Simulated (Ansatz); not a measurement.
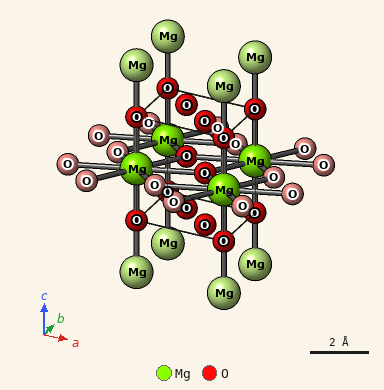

Drawn in the ball-and-stick manner and seen slightly off an axis. Thin lines show the simulation cell, with boundary atoms drawn in all their periodic places. Outside the box, the atoms bonded to those within are drawn, in fainter colours.

```
CELL_PARAMETERS angstrom
4.24914 0.00000 0.00000
-2.12457 3.67986 0.00000
0.00000 0.00000 3.68478
ATOMIC_POSITIONS crystal
Mg 0.00000 0.00000 0.50000
O 0.33333 0.66667 0.50000
O 0.66667 0.33333 0.50000
O 0.00000 0.00000 0.00000
O 0.33333 0.66667 0.00000
O 0.66667 0.33333 0.00000
```

Run with DFT PBE, scalar-relativistic, plane waves, PAW (Ansatz 0.2.0) and these settings: wavefunction cutoff 420 eV, the zone sampled with 12×12×10 points, Gaussian smearing of 0.1 eV, collinear spins. The state is ferrimagnetic.

> What net charge does each kind of atom have (Bader)?

Mg +1.75 e; O -0.72 to -0.10 e.

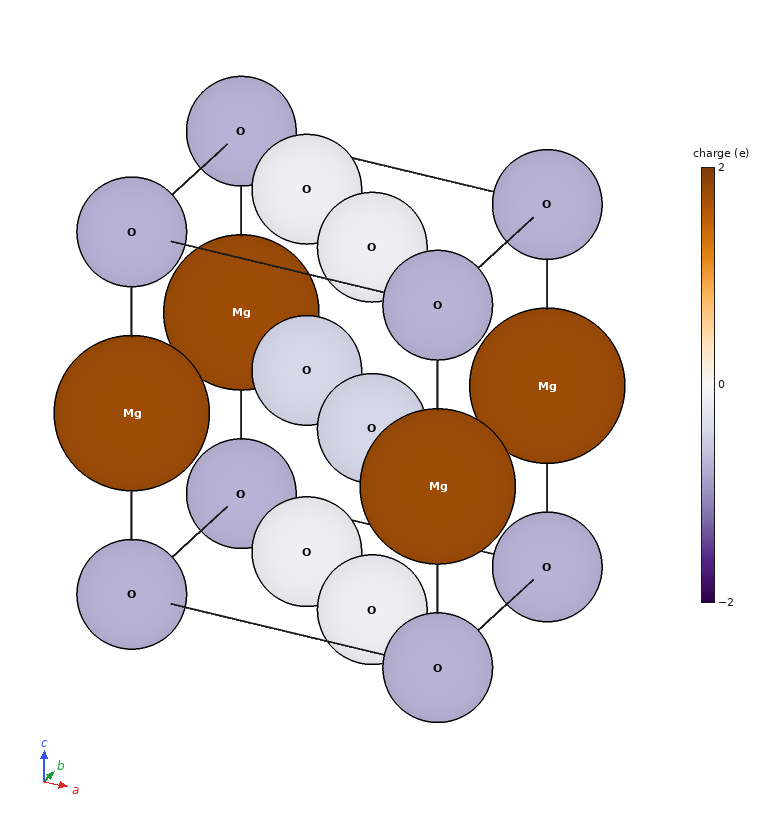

The atoms coloured by those charges.

It goes back to a random cell made by a generator, so it need not be a real form of the compound. Earlier steps of the study may have refined or changed the cell and positions. It was run through Ansatz as a DFT input.
